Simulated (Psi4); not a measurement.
# SiH4Te (SMILES [SiH3][TeH]) at revTPSSh/LANL2DZ (density fitting, core potential, Cartesian functions)

We compute a structure relaxation of SiH4Te. Input form: a Python script.

The results are computed with Psi4 1.11.

2 further runs of the same task are left out: 1 that didn't finish, 1 set aside as unsound or not needed.

### 1 The molecule

The species is SiH4Te (6 atoms), meant as a singlet with charge 0. As SMILES, `[SiH3][TeH]`. The coordinates come from a PBE0-D4/def2-TZVP relaxation. The run starts from this shape.

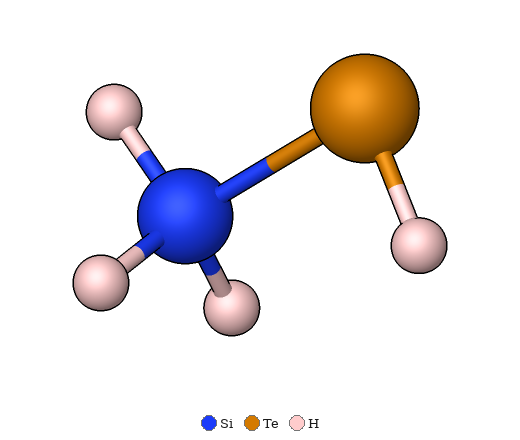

Viewed from a chosen angle; silicon blue, tellurium orange, hydrogen pink.

### 2 A geometry optimisation at revTPSSh/LANL2DZ (density fitting, core potential, Cartesian functions)

calc.py reads:

```python
import psi4

psi4.set_memory('1600 MB')
psi4.set_num_threads(1)
psi4.core.set_output_file('h4site.out', False)

mol = psi4.geometry("""
Si
Te 1 2.493939
H 1 1.483955 2 111.44126
H 1 1.484005 3 109.8505 2 -115.82882
H 1 1.483951 3 109.30259 4 -120.61639
H 2 1.65804 1 91.68744 5 -60.88213
no_reorient
no_com
""")

psi4.set_options({
    'basis': 'LANL2DZ',
    'geom_maxiter': 40,
    'g_convergence': 'turbomole',
})

energy_value, wavefunction = psi4.optimize('REVTPSSH', molecule=mol, return_wfn=True)
print(f'total energy {energy_value:.8f} hartree = {energy_value * 27.211386:.5f} eV')
print(mol.to_string(dtype='xyz', units='Angstrom'))
for k, v in sorted(psi4.core.scalar_variables().items()):
    print(f'{k:45s} {v:18.10f}')
```

Started as:

```console
$ python calc.py
```

**Question.** What will come out? Wanted: total energy at the end; dipole moment; HOMO energy; LUMO energy; HOMO–LUMO gap.

**Answer.** As computed:

At revTPSSh/LANL2DZ (density fitting, core potential, Cartesian functions):

| quantity | value |
| --- | --- |
| total energy at the end | -14.32532 Eh |
| dipole moment | 0.95 D |
| HOMO energy | -5.99 eV |
| LUMO energy | -1.27 eV |
| HOMO–LUMO gap | 4.72 eV |

What this shows: At the final geometry: Bond lengths: Si1–Te2 2.580 Å, Si1–H3 1.478 Å, Si1–H4 1.477 Å, Si1–H5 1.478 Å, Te2–H6 1.677 Å. Angles: Si1–Te2–H6 91.8°, Te2–Si1–H3 110.8°, Te2–Si1–H4 104.9°, Te2–Si1–H5 110.8°, H3–Si1–H4 110.2°, H3–Si1–H5 109.9°, H4–Si1–H5 110.2°. The optimisation took 5 steps and changed the energy by -0.039 eV.
